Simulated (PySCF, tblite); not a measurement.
# BCl₂H₄NSi: isotopologues and vibrational averages

Aim: rotational constants, zero-point energies and shieldings of isotopologues of BCl₂H₄NSi (`N[SiH2]B(Cl)Cl`).

Programs: PySCF 2.14.0 with density-fitted response routines of our own, and tblite 0.8.0. All values are computed, except where a source is named. Atoms count from 0 throughout.

### Step 1. The starting structure

9 atoms, charge 0, multiplicity 1; geometry from: force field or distance geometry start.

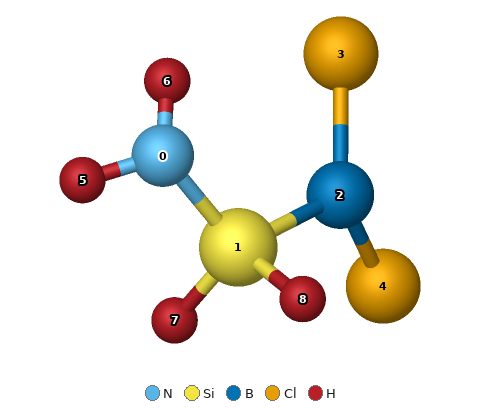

The starting geometry (nitrogen blue, silicon yellow, boron blue, chlorine amber, hydrogen red), atoms numbered.

### Step 2. GFN2-xTB relaxation, lowest of a short conformer search

Job settings and geometry (Å):

```
{"job": {"xc": "GFN2-xTB", "basis": "xTB", "kind": "relax"}, "charge": 0, "multiplicity": 1}
N     -1.535000     0.552800     0.140000
Si    -0.280500    -0.615400     0.101400
B      1.545600     0.093400     0.221300
Cl     1.855100     1.959600     0.164700
Cl     2.852300    -0.964700    -0.463900
H     -2.354300     0.321300    -0.546800
H     -1.237900     1.552500     0.051300
H     -0.371100    -1.386700    -1.097600
H     -0.419800    -1.488700     1.328800
```

On the command line:

```console
OMP_NUM_THREADS=1 python ens_run.py task.json out
```

The driver reads the study from task.json and runs its stages one after another.

The log of the run:

```text
step      E/eV     max force
  0    -464.23546    2.669
  1    -464.57083    1.662
  2    -464.73832    1.623
  3    -464.79297    0.877
  4    -464.83213    0.725
  5    -464.85647    0.447
  6    -464.87088    0.364
  7    -464.88377    0.361
  8    -464.89433    0.373
  9    -464.90325    0.289
 10    -464.91055    0.341
 11    -464.91663    0.322
 12    -464.92210    0.245
 13    -464.92774    0.270
 14    -464.93315    0.211
 15    -464.93719    0.175
 16    -464.93941    0.094
 17    -464.94095    0.130
 18    -464.94319    0.190
 19    -464.94726    0.242
 20    -464.95341    0.354
 21    -464.95989    0.329
 22    -464.96531    0.230
 23    -464.96795    0.114
 24    -464.96707    0.498
 25    -464.97085    0.127
 26    -464.97262    0.145
 27    -464.97499    0.477
 28    -464.97834    0.189
 29    -464.98000    0.136
 30    -464.98081    0.266
 31    -464.98342    0.082
 32    -464.98447    0.095
 33    -464.98648    0.117
 34    -464.98690    0.081
 35    -464.98755    0.065
 36    -464.98786    0.060
 37    -464.98851    0.085
 38    -464.98897    0.075
 39    -464.98933    0.044
 40    -464.98958    0.043
 41    -464.98991    0.061
 42    -464.99039    0.085
 43    -464.99089    0.074
 44    -464.99116    0.031
 45    -464.99123    0.026
 46    -464.99127    0.026
 47    -464.99134    0.028
 48    -464.99149    0.045
 49    -464.99176    0.069
 50    -464.99210    0.078
 51    -464.99232    0.065
 52    -464.99244    0.039
 53    -464.99252    0.026
 54    -464.99261    0.025
 55    -464.99271    0.018
 56    -464.99274    0.015
 57    -464.99275    0.010
 58    -464.99277    0.012
 59    -464.99279    0.017
 60    -464.99281    0.019
 61    -464.99282    0.011
 62    -464.99283    0.005
 63    -464.99283    0.005
 64    -464.99283    0.006
 65    -464.99283    0.007
 66    -464.99284    0.005
 67    -464.99284    0.006
 68    -464.99284    0.004
```

Wall time 0.58 s (1 thread of Arm Neoverse N1, shared host).

The energy fell by 0.757 eV, and the atoms moved 0.25 Å (root mean square).

### Step 3. Tight optimisation and Hessian

Job settings and geometry (Å):

```
{"job": {"xc": "PBE0", "basis": "pcSseg-1", "grid": 2, "temperatures": [500, 1000], "kind": "geom"}, "charge": 0, "multiplicity": 1}
N     -1.390572     0.609537    -0.219936
Si    -0.262560    -0.670271     0.016108
B      1.547381     0.154722    -0.008738
Cl     1.790597     1.845399     0.219247
Cl     2.969510    -0.788761    -0.234905
H     -2.378159     0.415984    -0.224880
H     -1.216948     1.515345     0.184896
H     -0.529434    -1.602878    -1.084345
H     -0.475570    -1.455102     1.251833
```

The log of the run:

```text
step   0  E = -35141.0224395 eV  max force = 0.90262
step   1  E = -35141.1018022 eV  max force = 0.40281
step   2  E = -35141.1129421 eV  max force = 0.17382
step   3  E = -35141.1157054 eV  max force = 0.08877
step   4  E = -35141.1168421 eV  max force = 0.10868
step   5  E = -35141.1173382 eV  max force = 0.06722
step   6  E = -35141.1177624 eV  max force = 0.02192
step   7  E = -35141.1178414 eV  max force = 0.06793
step   8  E = -35141.1179855 eV  max force = 0.01605
step   9  E = -35141.1180427 eV  max force = 0.00991
step  10  E = -35141.1180767 eV  max force = 0.00673
step  11  E = -35141.1180809 eV  max force = 0.00228
step  12  E = -35141.1180813 eV  max force = 0.00071
step  13  E = -35141.1180813 eV  max force = 0.00071
step  14  E = -35141.1180814 eV  max force = 0.00022
harmonic wavenumbers (cm-1): 41.8 98.5 166.7 221.6 255.1 330.4 380.0 416.6 587.2 690.6 782.8 845.2 882.6 925.9 971.8 979.2 1562.0 2174.8 2245.9 3584.4 3680.7
```

Run time: 14 min. Hardware: 1 thread of Arm Neoverse N1, shared host; peak memory 0.56 GiB.

### Step 4. Displacements along the modes, parent

Job settings and geometry (Å):

```
{"job": {"xc": "PBE0", "basis": "pcSseg-1", "grid": 2, "temperatures": [500, 1000], "kind": "vib", "mass_numbers": [14, 28, 11, 35, 35, 1, 1, 1, 1]}, "charge": 0, "multiplicity": 1}
N     -1.435293     0.639067    -0.192443
Si    -0.293173    -0.641869     0.004782
B      1.565574     0.148009    -0.027378
Cl     1.827196     1.874192     0.147244
Cl     2.971442    -0.886188    -0.184950
H     -2.417705     0.438502    -0.328435
H     -1.313110     1.501049     0.324263
H     -0.463323    -1.608577    -1.116152
H     -0.387361    -1.440210     1.272351
```

The log of the run:

```text
mode    cm-1    km/mol   phi_rrr   E(+)/cm-1  E(-)/cm-1
  1     41.81     0.57       1.2      16.62      17.94
  2     98.51     3.13     -34.2      21.51      24.36
  3    166.66    13.20       0.6      88.39      88.54
  4    221.56     0.15      -3.6      40.67      40.94
  5    255.14     3.13     -15.7      45.55      46.87
  6    330.41    17.37      27.1      60.99      58.99
  7    380.02   195.00    -490.7      76.73     112.46
  8    416.57    17.67      40.0      76.54      73.63
  9    587.20    29.29      -6.9     105.90     106.24
 10    690.64    12.49     -11.7     125.04     125.72
 11    782.77    67.99      16.7     142.14     140.68
 12    845.25   153.57     170.6     158.44     146.28
 13    882.64   196.73     -10.8     158.93     159.77
 14    925.91   254.78      69.0     169.40     164.42
 15    971.85    22.41     -45.8     173.30     176.68
 16    979.25   116.65      56.8     178.46     174.47
 17   1562.00    63.98     154.2     287.09     275.95
 18   2174.81   149.22    1223.8     438.67     350.79
 19   2245.91    92.83   -1218.8     363.50     451.11
 20   3584.38    35.18    1602.6     706.07     590.89
 21   3680.74    44.12    -111.0     662.06     670.06
```

Wall time 14 min (1 thread of Arm Neoverse N1, shared host); peak memory 0.6 GiB.

### Step 5. Displacements along the modes, 2H at atom 5

The job, as its differences from that of step 4:

```diff
@@ -1,2 +1,2 @@
-{"job": {"xc": "PBE0", "basis": "pcSseg-1", "grid": 2, "temperatures": [500, 1000], "kind": "vib", "mass_numbers": [14, 28, 11, 35, 35, 1, 1, 1, 1]}, "charge": 0, "multiplicity": 1}
+{"job": {"xc": "PBE0", "basis": "pcSseg-1", "grid": 2, "temperatures": [500, 1000], "kind": "vib", "mass_numbers": [14, 28, 11, 35, 35, 2, 1, 1, 1]}, "charge": 0, "multiplicity": 1}
 N     -1.435293     0.639067    -0.192443
```

The log of the run:

```text
mode    cm-1    km/mol   phi_rrr   E(+)/cm-1  E(-)/cm-1
  1     41.39     0.55       1.6      16.12      17.38
  2     94.06     3.44      33.5      25.77      22.96
  3    143.92     9.01      -0.9      66.13      66.09
  4    214.57     0.84      -2.8      38.68      38.93
  5    250.25     2.89       9.9      45.75      44.82
  6    319.64    55.67     -28.0      57.90      59.68
  7    348.04   111.30    -302.7      70.70      92.59
  8    415.22    15.91     -40.0      73.40      76.29
  9    584.37    19.99     -11.8     105.18     105.91
 10    635.13     7.09       9.7     115.91     115.22
 11    745.02    25.93      36.3     135.94     133.04
 12    835.83   305.30      55.4     152.47     148.67
 13    861.45    90.29     -79.9     152.31     158.11
 14    925.16   262.83     119.0     171.07     162.50
 15    961.46     2.63     -47.7     171.37     174.90
 16    977.17   112.01      69.8     178.60     173.62
 17   1394.25    77.19      94.9     255.24     248.43
 18   2174.80   149.12    1223.8     438.67     350.79
 19   2245.89    92.43   -1218.9     363.49     451.11
 20   2652.72    34.88    1441.8     532.94     429.39
 21   3633.06    37.28    2317.0     743.96     577.80
```

Wall time 14 min (1 thread of Arm Neoverse N1, shared host); peak memory 0.59 GiB.

### Step 6. Vibrational averages by isotopologue

Job settings and geometry (Å):

```
{"job": {"xc": "PBE0", "basis": "pcSseg-1", "grid": 2, "temperatures": [500, 1000], "kind": "iso"}, "charge": 0, "multiplicity": 1}
N     -1.435293     0.639067    -0.192443
Si    -0.293173    -0.641869     0.004782
B      1.565574     0.148009    -0.027378
Cl     1.827196     1.874192     0.147244
Cl     2.971442    -0.886188    -0.184950
H     -2.417705     0.438502    -0.328435
H     -1.313110     1.501049     0.324263
H     -0.463323    -1.608577    -1.116152
H     -0.387361    -1.440210     1.272351
```

The log of the run:

```text
parent
  Be/MHz 2899.84 1607.455 1052.076
  B0/MHz 2892.167 1598.704 1045.029
  ZPE/cm-1 10912.0
  <sigma>(0 K)/ppm 262.066 406.591 21.313 564.160 572.153 30.731 30.567 26.208 26.139
2H at atom 5
  Be/MHz 2898.15 1542.723 1024.152
  B0/MHz 2889.734 1535.321 1017.877
  ZPE/cm-1 10226.7
  <sigma>(0 K)/ppm 262.712 406.698 21.349 564.092 572.030 30.848 30.611 26.214 26.145
```

Run time: 42 min. Hardware: 1 thread of Arm Neoverse N1, shared host; peak memory 0.6 GiB. This counts the whole study up to here.

Rotational constants (MHz) at equilibrium and in the ground state:

| isotopologue | Be | B0 | zero-point change (cm⁻¹) |
| --- | --- | --- | --- |
| parent | 2899.8, 1607.5, 1052.1 | 2892.2, 1598.7, 1045.0 | 0.0 |
| 2H at atom 5 | 2898.2, 1542.7, 1024.2 | 2889.7, 1535.3, 1017.9 | -685.3 |

Shieldings of the first species (ppm): at equilibrium, the vibrational parts at 0 K, and the averages:

| atom | equilibrium | anharmonic | harmonic | 0 K | 500 K | 1000 K |
| --- | --- | --- | --- | --- | --- | --- |
| N0 | 268.80 | 8.89 | -15.62 | 262.07 | 261.81 | 262.11 |
| Si1 | 409.63 | 2.00 | -5.04 | 406.59 | 403.47 | 400.25 |
| B2 | 22.08 | -0.45 | -0.31 | 21.31 | 20.63 | 19.30 |
| Cl3 | 570.54 | -2.96 | -3.42 | 564.16 | 555.12 | 541.73 |
| Cl4 | 575.78 | 0.51 | -4.14 | 572.15 | 562.49 | 550.60 |
| H5 | 31.31 | 0.94 | -1.53 | 30.73 | 30.53 | 30.26 |
| H6 | 31.19 | 1.06 | -1.69 | 30.57 | 30.59 | 30.52 |
| H7 | 26.61 | 0.02 | -0.42 | 26.21 | 26.15 | 25.97 |
| H8 | 26.53 | 0.04 | -0.44 | 26.14 | 26.00 | 25.74 |

Isotope effects on the shieldings at 0 K (ppb; positive means more shielded):

| atom | 2H at atom 5 |
| --- | --- |
| N0 | 646 |
| Si1 | 107 |
| B2 | 36 |
| Cl3 | -68 |
| Cl4 | -124 |
| H5 | 117 |
| H6 | 44 |
| H7 | 6 |
| H8 | 6 |

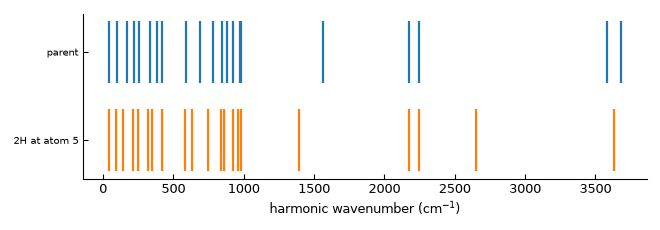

Harmonic wavenumbers of each isotopologue.

### Step 7. Outcome

| quantity | value |
| --- | --- |
| point group | C1 |
| B0 of the first species | 2892.2, 1598.7, 1045.0 MHz |
| zero-point energy | 10912 cm⁻¹ |
| zero-point change of σ(N0) | -6.73 ppm |

**Reading.** Zero-point motion changes the shielding of N0 most, by -6.73 ppm. The largest secondary isotope effect is 646 ppb on N0, 1 bond from the change (2H at atom 5). The job flags a low mode; perturbation theory is less sure for low modes. Internal rotors are held in one well.
